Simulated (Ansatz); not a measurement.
# AlSiH₅O: molecular dynamics (part 1 of 3)

System: AlSiH₅O.
Method: RKS LDA/def2-TZVP (Ansatz 0.2.0).

It belongs to a series of runs on one base structure; here: dynamics from the start. Figures and captions count atoms from 1; the log counts them from 0 in places.

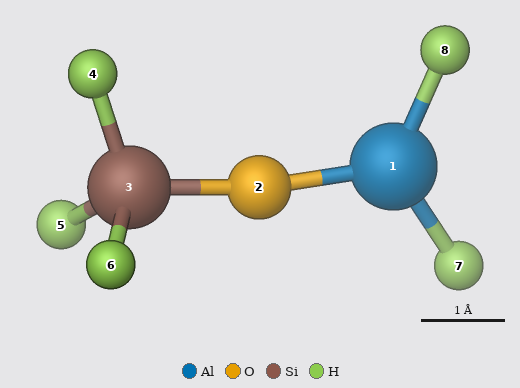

*The starting structure (ball-and-stick view, seen at a tilt; atoms are numbered from 1 in the order of the input). Sticks mark near contacts.*

Results in brief

```csv
quantity,value
outcome,finished
mean temperature over the second half,154 K
trajectory,"100 steps, 50 fs"
ensemble,nve
temperature in the input,300.0 K
time step,0.5 fs
potential energy (last step),−16530.0732 eV
mean-field energy (last step),−16530.0732 eV
largest force (length of the vector) (last step),1.224 eV/Å
hardware,"4 threads of Arm Neoverse V2, 24 GiB of memory available, shared host"
wall time,57 s (CPU time 3.4 min)
peak memory,0.21 GiB
```

Notes

So short a trajectory is not equilibrated.

Input file
```yaml
crystal:
  periodic: [false, false, false]
  atoms:
    - { symbol: Al, position_ang: [-0.006961, -0.035106, -0.171148] }
    - { symbol: O, position_ang: [-0.601796, -0.178187, 1.392843] }
    - { symbol: Si, position_ang: [-1.39179, -0.405073, 2.794156] }
    - { symbol: H, position_ang: [-2.708985, -1.077511, 2.557517] }
    - { symbol: H, position_ang: [-0.568437, -1.261346, 3.704836] }
    - { symbol: H, position_ang: [-1.634293, 0.915708, 3.454397] }
    - { symbol: H, position_ang: [1.496035, 0.449836, -0.329205] }
    - { symbol: H, position_ang: [-0.986774, -0.389021, -1.370397] }
basis:
  gaussian: { orbitals: def2-TZVP }
hamiltonian:
  xc: lda
md:
  timestep: 0.5
  n_steps: 100
  ensemble: nve
  temperature: 300.0
  initial_velocities: maxwell_boltzmann
  seed: 92802
  masses: [{ species: H, mass: 10.0 }]
```

Run as:
```bash
ansatz run input.yaml --threads 4 --pin off --max-ram 5120MiB --backend cpu --events-out ev --progress --plain --runs-dir out
```

The program's output
```
Engine: ansatz 0.2.0, aarch64-unknown-linux-gnu
Functional definition: SPW92
  exchange = slater_x
  correlation = pw_c
882 factors; their error is unknown
mean field evaluation 1: about -16522.0470 eV, gradient 6.8e1 eV
mean field evaluation 2: about -16456.0932 eV, gradient 1.7e2 eV
mean field evaluation 4: about -16530.0742 eV, gradient 5.1e0 eV
mean field evaluation 8: about -16530.1640 eV, gradient 4.2e-2 eV
mean field evaluation 16: about -16530.1546 eV, gradient 3.5e-5 eV
mean field -16530.15456306 eV, -607.4719756514 hartree, gradient 3.5e-5 eV, S^2 0.000000; 0 other end points of the search recorded, 0 dependent functions left out
the calculation of the forces begins
reference -16530.15460845 eV, -607.4719773193 hartree; 20, 20 occupied and 115, 115 virtual orbitals, 882 factors
md step     0: t =     0.00 fs  T =   300.0 K  F+E_penalty+E_count = -16530.15456306 eV  E_kin = 0.232668 eV  conserved = -16529.92189506 eV  (24 SCF iters)
these checks for a lower state are left out or cut short: starts, cluster_reference, orbital_swaps, neighbouring_geometries, increment
882 factors; their error is unknown
mean field -16530.15410842 eV, -607.4719589435 hartree, gradient 2.0e-5 eV, S^2 0.000000; 0 other end points of the search recorded, 0 dependent functions left out
the calculation of the forces begins
reference -16530.15415379 eV, -607.4719606110 hartree; 20, 20 occupied and 115, 115 virtual orbitals, 882 factors
md step     1: t =     0.50 fs  T =   299.4 K  F+E_penalty+E_count = -16530.15410842 eV  E_kin = 0.232215 eV  conserved = -16529.92189368 eV  (26 SCF iters)
[... from here on the SCF iterations and repeated set-up lines of each step are left out, up to the last step ...]
md step     2: t =     1.00 fs  T =   297.5 K  F+E_penalty+E_count = -16530.15264851 eV  E_kin = 0.230758 eV  conserved = -16529.92189073 eV  (27 SCF iters)
md step     3: t =     1.50 fs  T =   294.4 K  F+E_penalty+E_count = -16530.15022813 eV  E_kin = 0.228342 eV  conserved = -16529.92188632 eV  (27 SCF iters)
md step     4: t =     2.00 fs  T =   290.2 K  F+E_penalty+E_count = -16530.14691540 eV  E_kin = 0.225035 eV  conserved = -16529.92188061 eV  (26 SCF iters)
md step     5: t =     2.50 fs  T =   284.9 K  F+E_penalty+E_count = -16530.14279932 eV  E_kin = 0.220925 eV  conserved = -16529.92187384 eV  (26 SCF iters)
md step     6: t =     3.00 fs  T =   278.7 K  F+E_penalty+E_count = -16530.13798652 eV  E_kin = 0.216120 eV  conserved = -16529.92186615 eV  (26 SCF iters)
md step     7: t =     3.50 fs  T =   271.7 K  F+E_penalty+E_count = -16530.13259771 eV  E_kin = 0.210740 eV  conserved = -16529.92185784 eV  (27 SCF iters)
md step     8: t =     4.00 fs  T =   264.2 K  F+E_penalty+E_count = -16530.12676344 eV  E_kin = 0.204914 eV  conserved = -16529.92184926 eV  (27 SCF iters)
md step     9: t =     4.50 fs  T =   256.3 K  F+E_penalty+E_count = -16530.12061936 eV  E_kin = 0.198779 eV  conserved = -16529.92184063 eV  (26 SCF iters)
md step    10: t =     5.00 fs  T =   248.2 K  F+E_penalty+E_count = -16530.11430177 eV  E_kin = 0.192470 eV  conserved = -16529.92183227 eV  (26 SCF iters)
md step    11: t =     5.50 fs  T =   240.0 K  F+E_penalty+E_count = -16530.10794284 eV  E_kin = 0.186118 eV  conserved = -16529.92182438 eV  (26 SCF iters)
md step    12: t =     6.00 fs  T =   231.9 K  F+E_penalty+E_count = -16530.10166651 eV  E_kin = 0.179849 eV  conserved = -16529.92181736 eV  (26 SCF iters)
md step    13: t =     6.50 fs  T =   224.1 K  F+E_penalty+E_count = -16530.09558412 eV  E_kin = 0.173773 eV  conserved = -16529.92181132 eV  (26 SCF iters)
md step    14: t =     7.00 fs  T =   216.6 K  F+E_penalty+E_count = -16530.08979153 eV  E_kin = 0.167985 eV  conserved = -16529.92180643 eV  (26 SCF iters)
md step    15: t =     7.50 fs  T =   209.6 K  F+E_penalty+E_count = -16530.08436639 eV  E_kin = 0.162564 eV  conserved = -16529.92180279 eV  (26 SCF iters)
md step    16: t =     8.00 fs  T =   203.2 K  F+E_penalty+E_count = -16530.07936658 eV  E_kin = 0.157566 eV  conserved = -16529.92180044 eV  (27 SCF iters)
md step    17: t =     8.50 fs  T =   197.3 K  F+E_penalty+E_count = -16530.07482943 eV  E_kin = 0.153030 eV  conserved = -16529.92179938 eV  (26 SCF iters)
md step    18: t =     9.00 fs  T =   192.1 K  F+E_penalty+E_count = -16530.07077197 eV  E_kin = 0.148972 eV  conserved = -16529.92179952 eV  (26 SCF iters)
md step    19: t =     9.50 fs  T =   187.5 K  F+E_penalty+E_count = -16530.06719203 eV  E_kin = 0.145391 eV  conserved = -16529.92180074 eV  (27 SCF iters)
md step    20: t =    10.00 fs  T =   183.4 K  F+E_penalty+E_count = -16530.06407016 eV  E_kin = 0.142267 eV  conserved = -16529.92180288 eV  (27 SCF iters)
md step    21: t =    10.50 fs  T =   180.0 K  F+E_penalty+E_count = -16530.06137218 eV  E_kin = 0.139566 eV  conserved = -16529.92180576 eV  (26 SCF iters)
md step    22: t =    11.00 fs  T =   177.0 K  F+E_penalty+E_count = -16530.05905220 eV  E_kin = 0.137243 eV  conserved = -16529.92180915 eV  (27 SCF iters)
md step    23: t =    11.50 fs  T =   174.4 K  F+E_penalty+E_count = -16530.05705600 eV  E_kin = 0.135243 eV  conserved = -16529.92181283 eV  (27 SCF iters)
md step    24: t =    12.00 fs  T =   172.1 K  F+E_penalty+E_count = -16530.05532451 eV  E_kin = 0.133508 eV  conserved = -16529.92181660 eV  (26 SCF iters)
md step    25: t =    12.50 fs  T =   170.2 K  F+E_penalty+E_count = -16530.05379708 eV  E_kin = 0.131977 eV  conserved = -16529.92182021 eV  (26 SCF iters)
md step    26: t =    13.00 fs  T =   168.4 K  F+E_penalty+E_count = -16530.05241484 eV  E_kin = 0.130591 eV  conserved = -16529.92182355 eV  (27 SCF iters)
md step    27: t =    13.50 fs  T =   166.7 K  F+E_penalty+E_count = -16530.05112318 eV  E_kin = 0.129297 eV  conserved = -16529.92182651 eV  (27 SCF iters)
md step    28: t =    14.00 fs  T =   165.1 K  F+E_penalty+E_count = -16530.04987408 eV  E_kin = 0.128045 eV  conserved = -16529.92182893 eV  (27 SCF iters)
md step    29: t =    14.50 fs  T =   163.5 K  F+E_penalty+E_count = -16530.04862774 eV  E_kin = 0.126797 eV  conserved = -16529.92183077 eV  (27 SCF iters)
md step    30: t =    15.00 fs  T =   161.8 K  F+E_penalty+E_count = -16530.04735366 eV  E_kin = 0.125522 eV  conserved = -16529.92183201 eV  (27 SCF iters)
md step    31: t =    15.50 fs  T =   160.1 K  F+E_penalty+E_count = -16530.04603095 eV  E_kin = 0.124198 eV  conserved = -16529.92183265 eV  (27 SCF iters)
md step    32: t =    16.00 fs  T =   158.4 K  F+E_penalty+E_count = -16530.04464819 eV  E_kin = 0.122815 eV  conserved = -16529.92183275 eV  (27 SCF iters)
md step    33: t =    16.50 fs  T =   156.5 K  F+E_penalty+E_count = -16530.04320269 eV  E_kin = 0.121370 eV  conserved = -16529.92183239 eV  (27 SCF iters)
md step    34: t =    17.00 fs  T =   154.6 K  F+E_penalty+E_count = -16530.04169932 eV  E_kin = 0.119868 eV  conserved = -16529.92183162 eV  (27 SCF iters)
md step    35: t =    17.50 fs  T =   152.6 K  F+E_penalty+E_count = -16530.04014906 eV  E_kin = 0.118318 eV  conserved = -16529.92183058 eV  (27 SCF iters)
md step    36: t =    18.00 fs  T =   150.5 K  F+E_penalty+E_count = -16530.03856729 eV  E_kin = 0.116738 eV  conserved = -16529.92182944 eV  (27 SCF iters)
md step    37: t =    18.50 fs  T =   148.5 K  F+E_penalty+E_count = -16530.03697184 eV  E_kin = 0.115143 eV  conserved = -16529.92182836 eV  (27 SCF iters)
md step    38: t =    19.00 fs  T =   146.4 K  F+E_penalty+E_count = -16530.03538094 eV  E_kin = 0.113554 eV  conserved = -16529.92182718 eV  (25 SCF iters)
md step    39: t =    19.50 fs  T =   144.4 K  F+E_penalty+E_count = -16530.03381229 eV  E_kin = 0.111986 eV  conserved = -16529.92182628 eV  (22 SCF iters)
md step    40: t =    20.00 fs  T =   142.4 K  F+E_penalty+E_count = -16530.03228068 eV  E_kin = 0.110455 eV  conserved = -16529.92182565 eV  (21 SCF iters)
md step    41: t =    20.50 fs  T =   140.5 K  F+E_penalty+E_count = -16530.03079719 eV  E_kin = 0.108972 eV  conserved = -16529.92182532 eV  (21 SCF iters)
md step    42: t =    21.00 fs  T =   138.7 K  F+E_penalty+E_count = -16530.02936834 eV  E_kin = 0.107543 eV  conserved = -16529.92182531 eV  (21 SCF iters)
md step    43: t =    21.50 fs  T =   136.9 K  F+E_penalty+E_count = -16530.02799557 eV  E_kin = 0.106170 eV  conserved = -16529.92182565 eV  (21 SCF iters)
md step    44: t =    22.00 fs  T =   135.2 K  F+E_penalty+E_count = -16530.02667516 eV  E_kin = 0.104849 eV  conserved = -16529.92182630 eV  (21 SCF iters)
md step    45: t =    22.50 fs  T =   133.5 K  F+E_penalty+E_count = -16530.02539864 eV  E_kin = 0.103571 eV  conserved = -16529.92182723 eV  (22 SCF iters)
md step    46: t =    23.00 fs  T =   131.9 K  F+E_penalty+E_count = -16530.02415336 eV  E_kin = 0.102325 eV  conserved = -16529.92182835 eV  (21 SCF iters)
md step    47: t =    23.50 fs  T =   130.3 K  F+E_penalty+E_count = -16530.02292364 eV  E_kin = 0.101094 eV  conserved = -16529.92182955 eV  (21 SCF iters)
md step    48: t =    24.00 fs  T =   128.8 K  F+E_penalty+E_count = -16530.02169202 eV  E_kin = 0.099861 eV  conserved = -16529.92183079 eV  (21 SCF iters)
md step    49: t =    24.50 fs  T =   127.1 K  F+E_penalty+E_count = -16530.02044058 eV  E_kin = 0.098609 eV  conserved = -16529.92183193 eV  (21 SCF iters)
md step    50: t =    25.00 fs  T =   125.5 K  F+E_penalty+E_count = -16530.01915257 eV  E_kin = 0.097320 eV  conserved = -16529.92183291 eV  (21 SCF iters)
md step    51: t =    25.50 fs  T =   123.8 K  F+E_penalty+E_count = -16530.01781381 eV  E_kin = 0.095980 eV  conserved = -16529.92183362 eV  (21 SCF iters)
md step    52: t =    26.00 fs  T =   122.0 K  F+E_penalty+E_count = -16530.01641420 eV  E_kin = 0.094580 eV  conserved = -16529.92183399 eV  (21 SCF iters)
md step    53: t =    26.50 fs  T =   120.1 K  F+E_penalty+E_count = -16530.01494886 eV  E_kin = 0.093115 eV  conserved = -16529.92183396 eV  (21 SCF iters)
md step    54: t =    27.00 fs  T =   118.1 K  F+E_penalty+E_count = -16530.01341924 eV  E_kin = 0.091586 eV  conserved = -16529.92183348 eV  (21 SCF iters)
md step    55: t =    27.50 fs  T =   116.0 K  F+E_penalty+E_count = -16530.01183380 eV  E_kin = 0.090001 eV  conserved = -16529.92183251 eV  (21 SCF iters)
md step    56: t =    28.00 fs  T =   114.0 K  F+E_penalty+E_count = -16530.01020847 eV  E_kin = 0.088377 eV  conserved = -16529.92183108 eV  (21 SCF iters)
md step    57: t =    28.50 fs  T =   111.8 K  F+E_penalty+E_count = -16530.00856666 eV  E_kin = 0.086737 eV  conserved = -16529.92182917 eV  (21 SCF iters)
md step    58: t =    29.00 fs  T =   109.7 K  F+E_penalty+E_count = -16530.00693925 eV  E_kin = 0.085112 eV  conserved = -16529.92182696 eV  (21 SCF iters)
md step    59: t =    29.50 fs  T =   107.7 K  F+E_penalty+E_count = -16530.00536336 eV  E_kin = 0.083539 eV  conserved = -16529.92182420 eV  (21 SCF iters)
md step    60: t =    30.00 fs  T =   105.8 K  F+E_penalty+E_count = -16530.00388249 eV  E_kin = 0.082061 eV  conserved = -16529.92182120 eV  (21 SCF iters)
md step    61: t =    30.50 fs  T =   104.1 K  F+E_penalty+E_count = -16530.00254457 eV  E_kin = 0.080727 eV  conserved = -16529.92181799 eV  (21 SCF iters)
md step    62: t =    31.00 fs  T =   102.6 K  F+E_penalty+E_count = -16530.00140099 eV  E_kin = 0.079586 eV  conserved = -16529.92181467 eV  (26 SCF iters)
md step    63: t =    31.50 fs  T =   101.5 K  F+E_penalty+E_count = -16530.00050500 eV  E_kin = 0.078694 eV  conserved = -16529.92181132 eV  (21 SCF iters)
md step    64: t =    32.00 fs  T =   100.7 K  F+E_penalty+E_count = -16529.99991024 eV  E_kin = 0.078102 eV  conserved = -16529.92180817 eV  (21 SCF iters)
md step    65: t =    32.50 fs  T =   100.4 K  F+E_penalty+E_count = -16529.99966867 eV  E_kin = 0.077864 eV  conserved = -16529.92180512 eV  (21 SCF iters)
md step    66: t =    33.00 fs  T =   100.6 K  F+E_penalty+E_count = -16529.99982942 eV  E_kin = 0.078027 eV  conserved = -16529.92180237 eV  (21 SCF iters)
md step    67: t =    33.50 fs  T =   101.4 K  F+E_penalty+E_count = -16530.00043680 eV  E_kin = 0.078637 eV  conserved = -16529.92180002 eV  (21 SCF iters)
md step    68: t =    34.00 fs  T =   102.8 K  F+E_penalty+E_count = -16530.00152876 eV  E_kin = 0.079731 eV  conserved = -16529.92179816 eV  (21 SCF iters)
md step    69: t =    34.50 fs  T =   104.9 K  F+E_penalty+E_count = -16530.00313537 eV  E_kin = 0.081338 eV  conserved = -16529.92179687 eV  (21 SCF iters)
md step    70: t =    35.00 fs  T =   107.6 K  F+E_penalty+E_count = -16530.00527750 eV  E_kin = 0.083481 eV  conserved = -16529.92179626 eV  (21 SCF iters)
md step    71: t =    35.50 fs  T =   111.1 K  F+E_penalty+E_count = -16530.00796544 eV  E_kin = 0.086169 eV  conserved = -16529.92179629 eV  (21 SCF iters)
md step    72: t =    36.00 fs  T =   115.3 K  F+E_penalty+E_count = -16530.01119823 eV  E_kin = 0.089401 eV  conserved = -16529.92179714 eV  (21 SCF iters)
md step    73: t =    36.50 fs  T =   120.1 K  F+E_penalty+E_count = -16530.01496240 eV  E_kin = 0.093164 eV  conserved = -16529.92179878 eV  (21 SCF iters)
md step    74: t =    37.00 fs  T =   125.6 K  F+E_penalty+E_count = -16530.01923169 eV  E_kin = 0.097430 eV  conserved = -16529.92180124 eV  (21 SCF iters)
md step    75: t =    37.50 fs  T =   131.7 K  F+E_penalty+E_count = -16530.02396670 eV  E_kin = 0.102162 eV  conserved = -16529.92180452 eV  (21 SCF iters)
md step    76: t =    38.00 fs  T =   138.4 K  F+E_penalty+E_count = -16530.02911491 eV  E_kin = 0.107306 eV  conserved = -16529.92180856 eV  (21 SCF iters)
md step    77: t =    38.50 fs  T =   145.4 K  F+E_penalty+E_count = -16530.03461120 eV  E_kin = 0.112798 eV  conserved = -16529.92181337 eV  (21 SCF iters)
md step    78: t =    39.00 fs  T =   152.9 K  F+E_penalty+E_count = -16530.04037845 eV  E_kin = 0.118560 eV  conserved = -16529.92181885 eV  (21 SCF iters)
md step    79: t =    39.50 fs  T =   160.5 K  F+E_penalty+E_count = -16530.04632891 eV  E_kin = 0.124504 eV  conserved = -16529.92182490 eV  (21 SCF iters)
md step    80: t =    40.00 fs  T =   168.3 K  F+E_penalty+E_count = -16530.05236569 eV  E_kin = 0.130534 eV  conserved = -16529.92183140 eV  (22 SCF iters)
md step    81: t =    40.50 fs  T =   176.1 K  F+E_penalty+E_count = -16530.05838488 eV  E_kin = 0.136547 eV  conserved = -16529.92183820 eV  (21 SCF iters)
md step    82: t =    41.00 fs  T =   183.7 K  F+E_penalty+E_count = -16530.06427789 eV  E_kin = 0.142433 eV  conserved = -16529.92184513 eV  (22 SCF iters)
md step    83: t =    41.50 fs  T =   190.9 K  F+E_penalty+E_count = -16530.06993426 eV  E_kin = 0.148082 eV  conserved = -16529.92185199 eV  (26 SCF iters)
md step    84: t =    42.00 fs  T =   197.8 K  F+E_penalty+E_count = -16530.07524467 eV  E_kin = 0.153386 eV  conserved = -16529.92185858 eV  (26 SCF iters)
md step    85: t =    42.50 fs  T =   204.0 K  F+E_penalty+E_count = -16530.08010438 eV  E_kin = 0.158240 eV  conserved = -16529.92186481 eV  (26 SCF iters)
md step    86: t =    43.00 fs  T =   209.6 K  F+E_penalty+E_count = -16530.08441605 eV  E_kin = 0.162546 eV  conserved = -16529.92187027 eV  (25 SCF iters)
md step    87: t =    43.50 fs  T =   214.3 K  F+E_penalty+E_count = -16530.08809375 eV  E_kin = 0.166219 eV  conserved = -16529.92187484 eV  (26 SCF iters)
md step    88: t =    44.00 fs  T =   218.1 K  F+E_penalty+E_count = -16530.09106576 eV  E_kin = 0.169187 eV  conserved = -16529.92187834 eV  (26 SCF iters)
md step    89: t =    44.50 fs  T =   221.0 K  F+E_penalty+E_count = -16530.09327761 eV  E_kin = 0.171397 eV  conserved = -16529.92188066 eV  (26 SCF iters)
md step    90: t =    45.00 fs  T =   222.8 K  F+E_penalty+E_count = -16530.09469433 eV  E_kin = 0.172813 eV  conserved = -16529.92188159 eV  (25 SCF iters)
md step    91: t =    45.50 fs  T =   223.6 K  F+E_penalty+E_count = -16530.09530276 eV  E_kin = 0.173422 eV  conserved = -16529.92188110 eV  (26 SCF iters)
md step    92: t =    46.00 fs  T =   223.4 K  F+E_penalty+E_count = -16530.09511249 eV  E_kin = 0.173233 eV  conserved = -16529.92187913 eV  (26 SCF iters)
md step    93: t =    46.50 fs  T =   222.1 K  F+E_penalty+E_count = -16530.09415651 eV  E_kin = 0.172281 eV  conserved = -16529.92187574 eV  (26 SCF iters)
md step    94: t =    47.00 fs  T =   220.0 K  F+E_penalty+E_count = -16530.09249077 eV  E_kin = 0.170620 eV  conserved = -16529.92187097 eV  (26 SCF iters)
md step    95: t =    47.50 fs  T =   217.0 K  F+E_penalty+E_count = -16530.09019292 eV  E_kin = 0.168328 eV  conserved = -16529.92186496 eV  (26 SCF iters)
md step    96: t =    48.00 fs  T =   213.4 K  F+E_penalty+E_count = -16530.08736019 eV  E_kin = 0.165502 eV  conserved = -16529.92185792 eV  (26 SCF iters)
md step    97: t =    48.50 fs  T =   209.2 K  F+E_penalty+E_count = -16530.08410633 eV  E_kin = 0.162256 eV  conserved = -16529.92185009 eV  (26 SCF iters)
md step    98: t =    49.00 fs  T =   204.6 K  F+E_penalty+E_count = -16530.08055772 eV  E_kin = 0.158716 eV  conserved = -16529.92184170 eV  (26 SCF iters)
md step    99: t =    49.50 fs  T =   199.9 K  F+E_penalty+E_count = -16530.07684910 eV  E_kin = 0.155016 eV  conserved = -16529.92183310 eV  (26 SCF iters)
these checks for a lower state are left out or cut short: starts, cluster_reference, orbital_swaps, neighbouring_geometries, increment
882 factors; their error is unknown
mean field evaluation 736: about -16530.0731 eV, gradient 2.7e-4 eV
mean field -16530.07311849 eV, -607.4689826184 hartree, gradient 4.3e-6 eV, S^2 0.000000; 0 other end points of the search recorded, 0 dependent functions left out
the calculation of the forces begins
reference -16530.07316411 eV, -607.4689842950 hartree; 20, 20 occupied and 115, 115 virtual orbitals, 882 factors
882 factors; their error is unknown
mean field -16530.07311849 eV, -607.4689826184 hartree, gradient 4.5e-6 eV, S^2 0.000000; 1 other end points of the search recorded, 0 dependent functions left out
the calculation of the forces begins
reference -16530.07316411 eV, -607.4689842950 hartree; 20, 20 occupied and 115, 115 virtual orbitals, 882 factors
md step   100: t =    50.00 fs  T =   195.1 K  F+E_penalty+E_count = -16530.07311849 eV  E_kin = 0.151294 eV  conserved = -16529.92182461 eV  (25 SCF iters)
```
